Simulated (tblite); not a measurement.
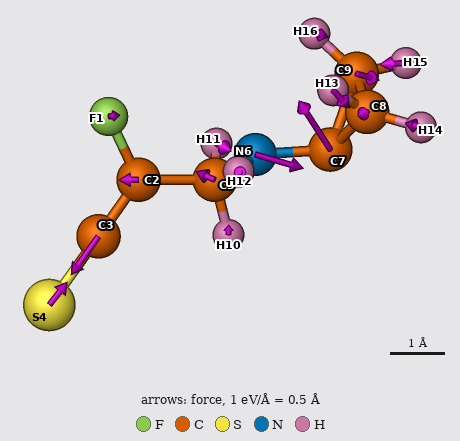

Starting geometry of C6H7FNS (multiplicity 2) with the computed forces as purple arrows. Style: ball-and-stick. Shown from a free direction.

Computed with GFN2-xTB geometry optimisation, gas phase in tblite 0.8.0. 

### Is this structure relaxed? If not, where do the atoms go?

It isn't relaxed: the largest force vector, on C7, is 2.87 eV/Å. The final displacements follow the starting forces only in part (cosine between the two patterns 0.36). The atom that moves furthest after the best rigid fit is H12 (1.21 Å). By element the largest moves are H 1.21 Å, C 0.92 Å, N 0.71 Å, F 0.69 Å, S 0.35 Å. Some distances before and after: N6–C7 1.421 → 1.337 Å, C7–C8 1.513 → 1.458 Å, C2–C5 1.490 → 1.529 Å, C8–H13 1.120 → 1.081 Å. Among the angles between lasting bonds that change: N6–C7–C8 112.6° → 137.3°, N6–C7–C9 113.6° → 136.8°, C2–C3–S4 178.1° → 164.7°. After 107 geometry steps the energy has fallen by 19.8 kcal/mol.
